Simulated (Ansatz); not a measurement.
## Electronic structure of ClH3Sn···H2S in real space

```xyz
8

Sn    0.2844    0.0513   -0.1316
Cl    0.1676   -0.2083    2.2500
H     1.9808   -0.0116   -0.4568
H    -0.3879    1.5881   -0.5017
H    -0.5424   -1.2903   -0.8192
S    -3.3279    0.1323    0.9814
H    -3.3447   -1.2269    0.9107
H    -2.3296    0.0926    1.9149
```

Core potentials replace the inner electrons of Sn.

Computed with RKS PBE-D4/def2-SVP (Ansatz 0.2.0).

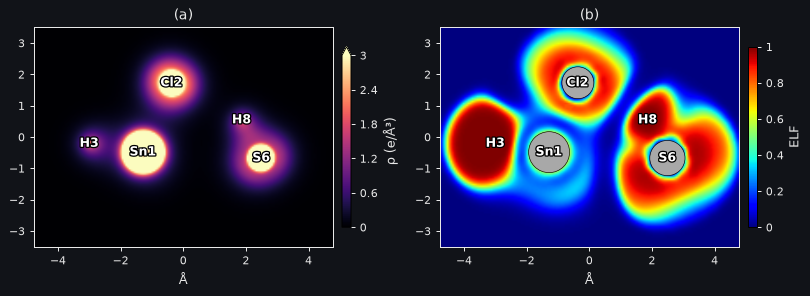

Figure 1. (a) electron density; (b) ELF on the plane of atoms Cl2, Sn1 and H3. Grey discs cover the atomic cores in the ELF map.

**What do the fields say about this system?**

The section cuts through Sn, Cl, H and S sites.
Cl2···H8 (2.54 Å): the density falls to about 0.1 e/Å³ on the way; the ELF dips to about 0.10 between them.
Sn–Cl (2.40 Å): ρ at the midpoint is about 0.49 e/Å³; the ELF peaks at about 0.80 in the valence shell of Cl, 0.9 Å from its nucleus, and drops to about 0.15 between the two atoms.
S–H (1.37 Å): ρ is about 1.4 e/Å³ halfway; the ELF climbs to about 1 towards the hydrogen, as it does in any bond to H.
Sn–H (1.73 Å): ρ at the midpoint is about 1.1 e/Å³; the ELF climbs to about 1 towards the hydrogen.
The ELF also peaks beside S6 and Cl2, away from the bonds: lone-pair regions.

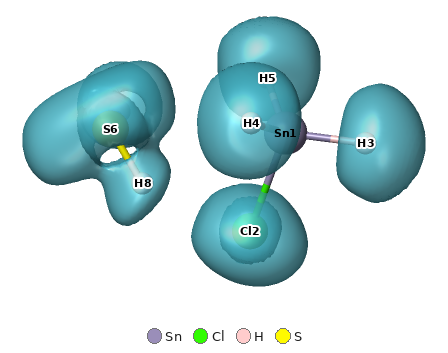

Figure 2. Isosurface of the electron localisation function at 0.75 (cyan), seen at a tilt. Only the valence region is drawn (cores and ρ < 0.01 e/Å³ removed).

**What do the ELF domains correspond to?**

At this value the surface marks out three regions around hydrogen nuclei, one region wrapped around Cl (its valence shell) and one joined region spread over several atoms (H, S), in which their bonds and any lone pairs are merged.

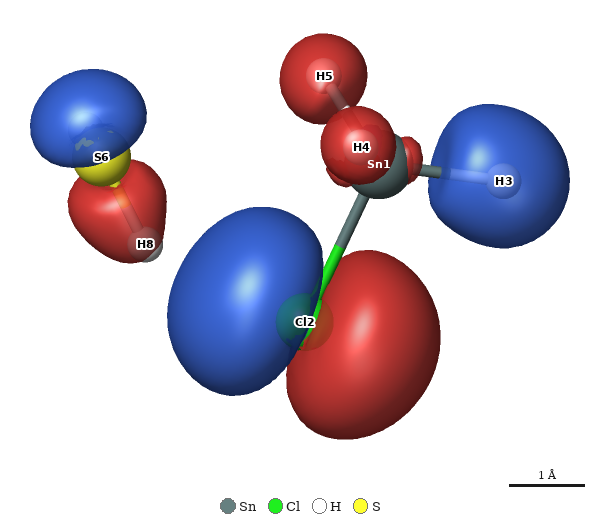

Figure 3. The HOMO−1 at ±0.08 Å⁻³ᐟ² (blue and red are the two phases), seen across its widest extent.

**What is the character of this orbital?**

By Hirshfeld shares it lies mainly on Cl2 (about 75 %), Sn1 (about 10 %) and H3 (about 5 %); largely a lone pair of Cl2. Its energy is −7.10 eV.
